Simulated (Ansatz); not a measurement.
**SnSe2 (model cell, started as fluorite): following an unstable mode**

Which phase does SnSe2 (model cell, started as fluorite) fall into along its unstable mode, and how much energy does it gain?

Calculated with Ansatz 0.2.0; DFT PBEsol, scalar-relativistic, plane waves, PAW.

The structure was built from a prototype and need not be the compound's stable phase.

### 1. Starting point

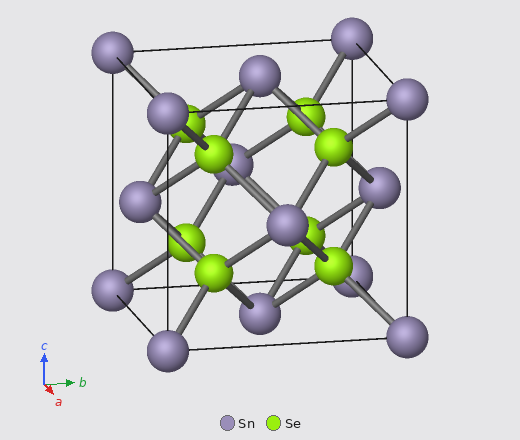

Start, viewed slightly off an axis; tin purple, selenium green. This picture shows the conventional cell, with its axes. Some periodic images of atoms are drawn too.

### 2. Phonons on a q mesh

The cell comes from relaxations at this level that are not shown. Stability and thermal properties need the whole zone. Linear response on a 4×4×4 q mesh gives force constants as far as a supercell of that size would.

input.yaml

```yaml
crystal:
  lattice:
    - [0.0, 3.377823094, 3.377823094]
    - [3.377823094, 0.0, 3.377823094]
    - [3.377823094, 3.377823094, 0.0]
  atoms:
    - { symbol: Sn, position: [0.0, 0.0, 0.0] }
    - { symbol: Se, position: [0.25, 0.25, 0.25] }
    - { symbol: Se, position: [0.75, 0.75, 0.75] }
kpoints:
  mp_grid: { grid: [12, 12, 12] }
hamiltonian:
  xc: pbesol
scf:
  occupations: { method: methfessel_paxton, width: 0.2 }
output:
  eigenvalues: true
phonons:
  method: dfpt
  qmesh: [4, 4, 4]
  temperatures: { t_max: 1000, t_step: 50 }
  qpath:
    path:
      - [[0.0, 0.0, 0.0], [0.5, 0.0, 0.5], [0.625, 0.25, 0.625]]
      - [[0.375, 0.375, 0.75], [0.0, 0.0, 0.0], [0.5, 0.5, 0.5], [0.5, 0.25, 0.75], [0.5, 0.0, 0.5]]
    npoints: 10
```

Command:

```bash
$ ansatz run input.yaml --threads 4 --pin off --max-ram 7168MiB --backend cpu --events-out ev --progress --plain --runs-dir out
```

Numbers of over 12 decimals in the logs are rounded to 6 here.

The log of the run:

```text
Warning: phonons: the dynamical matrix that this run interpolates holds no multipole term above the dipole-dipole one, and a site of this crystal is no centre of inversion, so its interpolated transverse optical and acoustic branches and sound speeds can stay off near Gamma, and the density of states and the thermodynamics with them. What a run solves at a wave vector of phonons.qpoints, Gamma apart, where the deck admits one, is free of this, and under fd what a larger phonons.supercell samples
Engine: ansatz 0.2.0, aarch64-unknown-linux-gnu
Pseudopotentials: kind: paw
Pseudopotential: Sn, paw, valence charge 14, recommended cutoff 420 eV (normal), Sn.paw.azcp
Pseudopotential: Se, paw, valence charge 16, recommended cutoff 420 eV (normal), Se.paw.azcp
Functional definition: PBEsol
  exchange = pbesol_x
  correlation = pbesol_c
Crystal: 3 atoms, lattice volume = 77.080 Å³
Basis set: ecut = 420 eV, 1459 PW (Γ), exchange–correlation on 64×64×64 points (8 copies of the dense FFT grid, shifted against one another)
Bands: 28, of which v1, the nominal top of the filled ones, is band 23 counted from 1 (22 counted from 0)
Symmetry: 48 space group operations
k-points: 72 of 1728
Non-local potential: Sn, projectors of the file, l = 0: 2, l = 1: 2, l = 2: 2, l = 3: 2
Non-local potential: Se, projectors of the file, l = 0: 2, l = 1: 2, l = 2: 3, l = 3: 1
PAW form: soft (Blöchl's): semilocal exchange-correlation on the pseudo side does not see the compensation charge
PAW frozen core: Sn, regenerated for the run's functional, and the local potential with it (the file was generated under x = pbe(κ = 0.804, μ = 0.219515), c = pbe(β = 0.066725))
PAW frozen core: Se, regenerated for the run's functional, and the local potential with it (the file was generated under x = pbe(κ = 0.804, μ = 0.219515), c = pbe(β = 0.066725))
PAW one-centre angular grid: Sn, 590 points (default); XC on 64 Gauss nodes
PAW one-centre angular grid: Se, 590 points (default); XC on 64 Gauss nodes
Initial density: superposition of atomic densities (neutral atoms: chi_scale 0, normalization atom), corrected by the library's trained network
Initial wavefunctions: pseudopotential atomic-orbital guess
Functional: x = pbesol(κ = 0.804, μ = 0.123457), c = pbesol(β = 0.046)
SCF iter   1: F=—  HF=-16797.963572 eV  |F-HF|=—  |Δ(HF+E_count)|=         —  Δρ=2.97e-3  dr2=7.02e-3  ethr=1.77e-3  ⟨swp⟩=5.6  Hψ=8161  notcnv=0
preconditioner: auto → LDOS  [metal: Δε(μ)=0.013 eV  Ē_g=15.341 eV  σ=0.200 eV  W_gap=0.06  n_scr=14 (ndim 8)  ℏωp=21.6 eV  f_vac=0.084  D(μ)=3.34/eV (n_scr^D=26)  β→1.0]
SCF iter   2: F=—  HF=-16797.961197 eV  |F-HF|=—  |Δ(HF+E_count)|=   2.37e-3  S|Δr|=    0.00e0  Δρ=1.01e-3  dr2=1.05e-3  ethr=1.53e-5  ⟨swp⟩=2.0  Hψ=4500  notcnv=0  defer=2
SCF iter   3: F=—  HF=-16797.960753 eV  |F-HF|=—  |Δ(HF+E_count)|=   4.44e-4  S|Δr|=    0.00e0  Δρ=5.65e-4  dr2=2.51e-4  ethr=2.29e-6  ⟨swp⟩=2.0  Hψ=3678  notcnv=0  defer=2
SCF iter   4: F=—  HF=-16797.960656 eV  |F-HF|=—  |Δ(HF+E_count)|=   9.73e-5  S|Δr|=    0.00e0  Δρ=2.43e-4  dr2=3.66e-5  ethr=5.46e-7  ⟨swp⟩=2.0  Hψ=3677  notcnv=0  defer=2
SCF iter   5: F=—  HF=-16797.960650 eV  |F-HF|=—  |Δ(HF+E_count)|=   6.08e-6  S|Δr|=    0.00e0  Δρ=5.46e-5  dr2=3.68e-6  ethr=7.96e-8  ⟨swp⟩=2.0  Hψ=2791  notcnv=0  defer=2
SCF iter   6: F=—  HF=-16797.960648 eV  |F-HF|=—  |Δ(HF+E_count)|=   1.63e-6  S|Δr|=    0.00e0  Δρ=9.34e-6  dr2=6.55e-8  ethr=7.99e-9  ⟨swp⟩=3.0  Hψ=3820  notcnv=0  defer=2
SCF iter   7: F=—  HF=-16797.960648 eV  |F-HF|=—  |Δ(HF+E_count)|=   1.02e-8  S|Δr|=    0.00e0  Δρ=2.23e-6  dr2=3.25e-9  ethr=1.42e-10  ⟨swp⟩=2.0  Hψ=2958  notcnv=0  defer=2
SCF iter   8: F=—  HF=-16797.960648 eV  |F-HF|=—  |Δ(HF+E_count)|=   2.22e-9  S|Δr|=    0.00e0  Δρ=3.10e-7  dr2=6.15e-11  ethr=7.07e-12  ⟨swp⟩=2.0  Hψ=3686  notcnv=0  defer=2
SCF iter   9: F=-16797.960648 eV  HF=-16797.960648 eV  |F-HF|=0.00e0  |Δ(HF+E_count)|=  7.28e-12  S|Δr|=    0.00e0  Δρ=3.65e-8  dr2=9.25e-13  ethr=1.00e-12  ⟨swp⟩=6.1  Hψ=8905  notcnv=0
SCF 1 converged in 9 iterations: F = -16797.960648 eV  dr2 = 9.25e-13
  greatest PAW one-centre occupation: 1.000 electrons in one spin orbital (limit 2), on the Se atom at site 2 (counted from 0), in its partial waves of l = 2
Initial density: read from a saved state, or passed on in memory by an earlier SCF of this step, an earlier step, the calling program or the single point that the run made first
iter 1 solved again at ethr=4.34e-8 eV; its pass at ethr=3.10e-3 eV (dr2=2.00e-5 eV) is discarded
SCF iter   1: F=—  HF=-16797.960647 eV  |F-HF|=—  |Δ(HF+E_count)|=         —  Δρ=2.58e-7  dr2=2.42e-11  ethr=4.34e-8  ⟨swp⟩=3.0  Hψ=13740  notcnv=0
eigensolver tolerance schedule: the retry pair's looser diagonalisation over-reported the residual by 823564.36 of it (diagonalisation noise at an unbounded share of the residual, at the tolerance the schedule requests for it); recorded, not acted on — ethr = c·dr2/N_el stays at c = 1.0e-1
preconditioner: auto → LDOS  [metal: Δε(μ)=0.019 eV  Ē_g=15.359 eV  σ=0.200 eV  W_gap=0.08  n_scr=14 (ndim 8)  ℏωp=21.6 eV  f_vac=0.084  D(μ)=3.36/eV (n_scr^D=26)  β→1.0]
SCF iter   2: F=—  HF=-16797.960648 eV  |F-HF|=—  |Δ(HF+E_count)|=   1.05e-6  S|Δr|=    0.00e0  Δρ=2.52e-7  dr2=1.85e-11  ethr=1.00e-12  ⟨swp⟩=3.0  Hψ=4415  notcnv=0
SCF iter   3: F=-16797.960648 eV  HF=-16797.960648 eV  |F-HF|=1.09e-11  |Δ(HF+E_count)|=  4.37e-11  S|Δr|=    0.00e0  Δρ=1.50e-7  dr2=6.02e-12  ethr=1.00e-12  ⟨swp⟩=2.3  Hψ=5859  notcnv=0
SCF 2 converged in 3 iterations: F = -16797.960648 eV  dr2 = 6.02e-12
phonons: the bands overlap, so this run is a metal and interpolates without the dipole-dipole term. If the crystal is really an insulator or semiconductor, its LO-TO splitting is missing
NSCF: frozen V_eff on 72 k-points
NSCF: frozen V_eff on 163 k-points
DFPT response loops at q = (0, 0, 0) (fractional): preconditioner auto → Kerker (q_TF=auto, 2.503 Å⁻¹) (partly filled bands, converged f_vac=0.084); β = 1.00, the filter's whole step (`scf.mixing.beta` (0.50) is not read by the response loops under this deck's `scf.mixing.preconditioner`; to damp them name `kerker` or `kerker_dos`, under which they read `scf.mixing.beta`, and type it under 1.00, their step now; both keys bind the ground state too); Broyden in place of MSR1
NSCF: frozen V_eff on 1872 k-points
DFPT response loops at q = (0, 0, 0.25) (fractional): mixed as the last ones told, above
NSCF: frozen V_eff on 952 k-points
DFPT response loops at q = (0, 0, -0.5) (fractional): mixed as the last ones told, above
NSCF: frozen V_eff on 1020 k-points
DFPT response loops at q = (0, 0.25, 0.25) (fractional): mixed as the last ones told, above
NSCF: frozen V_eff on 3456 k-points
DFPT response loops at q = (0, 0.25, -0.5) (fractional): mixed as the last ones told, above
phonons.qmesh, q = [0.0000, 0.2500, -0.5000]: its response loops start from zero, take more passes and end by a threshold: the memory limit or budget leaves too little room for the subspace of the ground state's own states beside the solves, or none could be made (phonons.method)
NSCF: frozen V_eff on 1872 k-points
DFPT response loops at q = (0, 0.25, -0.25) (fractional): mixed as the last ones told, above
NSCF: frozen V_eff on 560 k-points
DFPT response loops at q = (0, -0.5, -0.5) (fractional): mixed as the last ones told, above
NSCF: frozen V_eff on 1020 k-points
DFPT response loops at q = (0.25, -0.5, -0.25) (fractional): mixed as the last ones told, above
SCF converged after 9 iterations
Stability not checked: this state was not tested for a lower state beside it, because cold or Methfessel-Paxton smearing, or corrected tetrahedra, fill the levels in a way that the test cannot read (fill_not_monotonic; see scf.lower_state_search)
Free energy (F): -16797.960648 eV
Harris-Foulkes:  -16797.960648 eV  (|F-HF|=0.00e0)
Internal energy: -16797.958798 eV  (E = F + TS)
E sigma→0 (E₀):  -16797.960186 eV
Entropy (-TS):   -0.001850 eV (-0.617 meV/atom)
Fermi energy:    8.633486 eV
--- Per-component energies (eV) ---
  E_band       = -856.320274
  E_kinetic    = 422.398285
  E_local      = -5751.356537  (includes V_loc(G=0)·N_el)
  E_nonlocal   = -1214.778303
  E_hartree    = 2949.449500
  E_xc         = -585.154642
  E_vxc        = -291.991822  (∫ρ·V_xc dr)
  E_paw        = -7800.903962  (= ΣΔE_a)
  E_vpaw       = 80.510261  (= ΣTr[D̂ρ^β])
  E_aug_tail   = -0.001141  (compensation charges beyond the density's cutoff)
  E_ewald      = -4819.913738
  E_core_change = 2.301741  (= ΣΔE_core)
  E_smearing   = -0.001850  (= −TS)
  E_closure    = 0.000000  (closes the sum)
  Σ components = -16797.960648   (vs F -16797.960648, Δ=0.00e0)
--- Band table (eV; the first three rows and the last of 72) ---
  k-point 0: bands = [... 19 lower, 5.6823, 5.6823, 7.1161, 7.1161, 7.1161, 10.5741, 10.5741, 10.5741, ... 1 higher]
  k-point 1: bands = [... 19 lower, 5.6465, 5.6465, 7.0875, 7.0875, 7.6355, 10.6060, 10.6529, 10.6529, ... 1 higher]
  k-point 2: bands = [... 19 lower, 5.5602, 5.5602, 6.9930, 6.9930, 8.4868, 10.8589, 10.9082, 10.9082, ... 1 higher]
  k-point 71: bands = [... 19 lower, 5.7244, 5.7244, 8.3946, 9.0710, 9.1186, 11.9467, 13.2431, 13.2431, ... 1 higher]
--- Phonons (Γ-DFPT): 2 representative perturbations + reference (Σ response iterations 6) ---
  ASR residual: 1.047e-4 → 0.000e0 eV/Å²; symmetrization residual: 1.450e-5 eV/Å²
  ASR residual per site (eV/Å²): 1.05e-4 1.23e-5 1.23e-5
  Γ frequencies (cm⁻¹): 0.00 0.00 0.00 90.41 90.41 90.41 91.04 91.04 91.04
--- Phonons (arbitrary-q DFPT): 8 irreducible q on the 4×4×4 mesh ---
  q = [0.0000, 0.0000, 0.0000] (star 1, of the zone-centre solve; hermiticity 1.42e-5, symmetrization 9.85e-12): -0.00 0.00 0.00 90.41 90.41 90.41 91.04 91.04 91.04
  q = [0.0000, 0.0000, 0.2500] (star 8, 2 solved perturbations on 936 of 1728 k-point pairs; hermiticity 4.90e-6, symmetrization 1.32e-8): -45.25 -45.25 -19.88 43.12 77.93 77.93 81.15 88.69 88.69
  q = [0.0000, 0.0000, -0.5000] (star 4, 2 solved perturbations on 476 of 1728 k-point pairs; hermiticity 3.46e-5, symmetrization 2.30e-5): -84.42 -56.48 -56.48 -42.77 62.02 62.02 87.55 87.55 89.00
  q = [0.0000, 0.2500, 0.2500] (star 6, 4 solved perturbations in 1608 linear systems a pass and spin channel, the states on 510 of 1728 k-point pairs; hermiticity 6.13e-6, symmetrization 2.83e-8): -47.09 -31.93 -31.93 44.23 58.62 58.62 82.10 104.03 104.03
  q = [0.0000, 0.2500, -0.5000] (star 24, 4 solved perturbations in 5328 linear systems a pass and spin channel, the states on 1728 of 1728 k-point pairs; hermiticity 1.70e-5, symmetrization 3.65e-12): -107.13 -70.17 -55.10 19.58 34.39 51.35 87.46 99.34 103.84
  q = [0.0000, 0.2500, -0.2500] (star 12, 4 solved perturbations in 2892 linear systems a pass and spin channel, the states on 936 of 1728 k-point pairs; hermiticity 1.06e-5, symmetrization 7.24e-7): -61.14 -39.56 -29.98 17.62 50.63 55.85 85.66 95.58 103.27
  q = [0.0000, -0.5000, -0.5000] (star 3, 4 solved perturbations in 886 linear systems a pass and spin channel, the states on 280 of 1728 k-point pairs; hermiticity 1.85e-6, symmetrization 6.55e-8): -160.28 -44.72 -44.72 -37.39 -37.39 74.19 79.20 96.78 96.78
  q = [0.2500, -0.5000, -0.2500] (star 6, 4 solved perturbations in 1544 linear systems a pass and spin channel, the states on 510 of 1728 k-point pairs; hermiticity 1.03e-5, symmetrization 1.27e-6): -114.47 -68.37 -40.21 -20.43 -20.43 58.21 88.31 88.31 98.14
  sum rule: each row above includes the acoustic sum rule's correction from the zone centre's row sums; it moved no ω² by more than (0.49 cm⁻¹)²
  mesh force constants: q→R imaginary residual 1.04e-17; ASR residual 1.047e-4 → 0.000e0 eV/Å²; symmetrization residual 8.882e-16 eV/Å²
  interpolated dispersion: 62 rows × 9 modes
  density of states and harmonic sums: on the 16×16×16 q-mesh, interpolated from the force constants of a 4×4×4 supercell (no non-analytic term)
  largest difference from the sums on the solved wave vectors: F 3.88e-3 eV, S 5.97e-6 and C_V 1.24e-6 eV/K
  zero-point energy: 0.025075 eV/cell   skipped modes (ω ≤ 0): 483, of them read as no rigid motion or as one in doubt: 480 (3.354e0 modes/cell left out, lowest -160.28 cm⁻¹)   left out of the sums: 3.73e-1 of the cell's modes: C_V's classical limit lies that fraction below 3 k_B per atom; for a crystal, a wire or a layer, F and S can be off by more, and a phonons.interpolated_qmesh denser along its periods is the remedy for the sampling
```

It took 27 min on 4 threads of Arm Neoverse V1, shared host; peak memory 5.5 GiB.

This step gave:

```yaml
volume_per_atom: 25.69 Å³
gap_on_the_k_mesh: 0 eV
sum_rule_residual_before_enforcement: 1.05e-4 eV/Å²
lowest_frequency_on_the_path: -160.3 cm⁻¹
point_group: m-3m
highest_frequency_on_the_path_or_at_a_solved_wavevector: 105.4 cm⁻¹
highest_optical_mode_at_the_zone_centre_no_lo_to_term: 91.04 cm⁻¹
lowest_optical_zone_centre_mode: 90.41 cm⁻¹
lowest_mode_on_the_q_mesh_acoustic_modes_at_gamma_apart: -160.3 cm⁻¹
```

Frequencies (cm⁻¹) solved at each irreducible wavevector; negative means imaginary. Frequencies by wavevector, by row:

```
q in reciprocal lattice units  star  mode 1  mode 2  mode 3  mode 4  mode 5  mode 6  mode 7  mode 8  mode 9
                        0 0 0     1       0       0       0    90.4    90.4    90.4      91      91      91
                     0 0 0.25     8   -45.2   -45.2   -19.9    43.1    77.9    77.9    81.2    88.7    88.7
                     0 0 -0.5     4   -84.4   -56.5   -56.5   -42.8      62      62    87.5    87.5      89
                  0 0.25 0.25     6   -47.1   -31.9   -31.9    44.2    58.6    58.6    82.1     104     104
                  0 0.25 -0.5    24  -107.1   -70.2   -55.1    19.6    34.4    51.4    87.5    99.3   103.8
                 0 0.25 -0.25    12   -61.1   -39.6     -30    17.6    50.6    55.9    85.7    95.6   103.3
                  0 -0.5 -0.5     3  -160.3   -44.7   -44.7   -37.4   -37.4    74.2    79.2    96.8    96.8
              0.25 -0.5 -0.25     6  -114.5   -68.4   -40.2   -20.4   -20.4    58.2    88.3    88.3    98.1
```

Interpolated from a 4×4×4 q mesh. Phonon branches along the path, in cm⁻¹:

```
    point  branch 1  branch 2  branch 3  branch 4  branch 5  branch 6  branch 7  branch 8  branch 9
        Γ         0         0         0        90        90        90        91        91        91
        X      -160       -45       -45       -37       -37        74        79        97        97
        U      -124       -66       -49       -35       -11        59        85        97       101
jump to K      -124       -66       -49       -35       -11        59        85        97       101
        Γ         0         0         0        90        90        90        91        91        91
        L       -84       -56       -56       -43        62        62        88        88        89
        W      -114       -68       -40       -20       -20        58        88        88        98
        X      -160       -45       -45       -37       -37        74        79        97        97
```

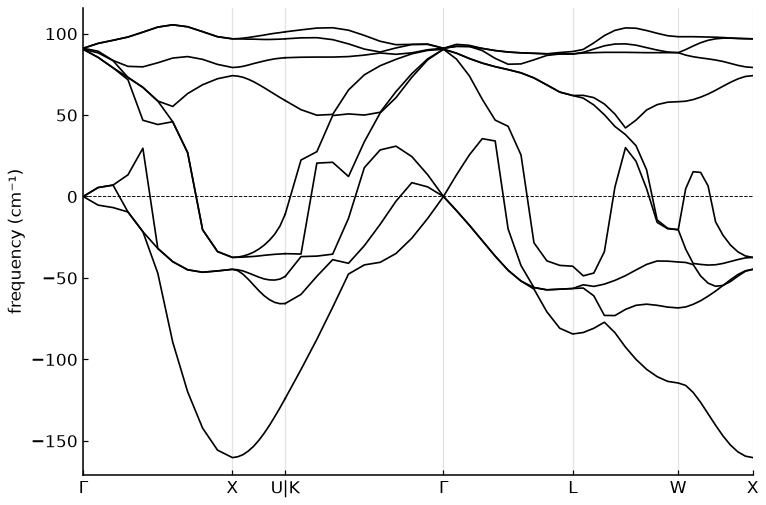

Phonon branches along the path.

Symmetry leaves 8 wavevectors to solve. The lowest mode among them, the acoustic zeros apart, lies at q = (0, -0.5, -0.5) and is imaginary, 160.3i cm⁻¹, so the energy falls along it.

### 3. The mode frozen in, largest atomic shift 0 Å

The mode followed lies at q = (0.25, -0.5, -0.25) with frequency 114.5i cm⁻¹, one of the unstable modes though not the softest. At small amplitude the distorted cell has space group no. 142 by a symmetry search on the positions. The undistorted cell that holds it gives the zero of energy on the same k mesh.

System of this step: SnSe2 (model cell, started as fluorite). It takes space group Fm-3m (No. 225, cubic). Conventional cell: a = 6.756 Å, b = 6.756 Å, c = 6.756 Å, α = 90.00°, β = 90.00°, γ = 90.00°. Nearest to Sn lie 8 Se at 2.93 Å. Nearest to Se lie 4 Sn at 2.93 Å. Farther neighbours and most contacts between anions are not listed.

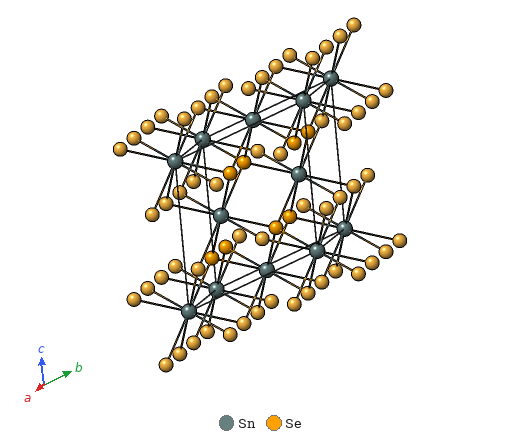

The cell of this step (tin teal, selenium orange). Some periodic images of atoms are drawn too.

input.yaml

```yaml
crystal:
  lattice:
    - [0.0, 0.0, -6.755646188]
    - [6.755646188, 0.0, 0.0]
    - [3.377823094, -6.755646188, -3.377823094]
  atoms:
    - { symbol: Sn, position: [0.75, 0.25, 0.5] }
    - { symbol: Sn, position: [0.25, 0.75, 0.5] }
    - { symbol: Sn, position: [0.5, 0.5, 0.0] }
    - { symbol: Sn, position: [0.0, 0.0, 0.0] }
    - { symbol: Se, position: [0.625, 0.625, 0.25] }
    - { symbol: Se, position: [0.125, 0.125, 0.25] }
    - { symbol: Se, position: [0.375, 0.875, 0.75] }
    - { symbol: Se, position: [0.875, 0.375, 0.75] }
    - { symbol: Se, position: [0.375, 0.375, 0.75] }
    - { symbol: Se, position: [0.875, 0.875, 0.75] }
    - { symbol: Se, position: [0.125, 0.625, 0.25] }
    - { symbol: Se, position: [0.625, 0.125, 0.25] }
kpoints:
  mp_grid: { grid: [6, 6, 6] }
hamiltonian:
  xc: pbesol
scf:
  occupations: { method: methfessel_paxton, width: 0.2 }
output:
  forces: true
  stress: true
  eigenvalues: true
```

The log of the run:

```text
[...]
Crystal: 12 atoms, lattice volume = 308.319 Å³
Basis set: ecut = 420 eV, 6063 PW (Γ), exchange–correlation on 96×96×120 points (8 copies of the dense FFT grid, shifted against one another)
Bands: 111, of which v1, the nominal top of the filled ones, is band 92 counted from 1 (91 counted from 0)
Symmetry: 64 space group operations
[...]
k-points: 30 of 216
[...]
k-point 0: bands = [... 88 lower, 8.3944, 8.8462, 8.8462, 9.0698, 9.0698, 9.1174, 9.1174, 9.3726, ... 15 higher]
  k-point 1: bands = [... 88 lower, 8.0925, 8.7440, 8.7440, 8.9650, 8.9650, 9.0099, 9.2300, 9.2300, ... 15 higher]
  k-point 2: bands = [... 88 lower, 8.1587, 8.1695, 8.4755, 8.4755, 8.8776, 8.8776, 9.3328, 9.3328, ... 15 higher]
  k-point 29: bands = [... 88 lower, 7.0819, 7.0819, 8.0330, 8.0330, 9.2567, 9.2567, 9.6336, 9.6336, ... 15 higher]
[key lines of the parts left out:]
SCF converged after 7 iterations
Free energy (F): -67191.840532 eV
Fermi energy:    8.629018 eV
P = ⅓ Tr σ = 0.0171 GPa (0.171 kbar)
```

Run time: 15 s. Hardware: 4 threads; peak memory 1.4 GiB.

This step gave:

```
pressure                         : 0.01712 GPa
energy from the undistorted cell : 0 meV/atom
```

The run ends at a pressure of 0.02 GPa.

(Continued in part 2 of 2.)

[Logs are printed without paths, hosts, clocks, repeated set-up lines and the standing remarks that a program may print on its own settings, such as how far it seeks lower states.]

[Hosts, paths, dates, database ids (printed as entryN), source tags and the programs' standing remarks are cut or masked in the printed files.]
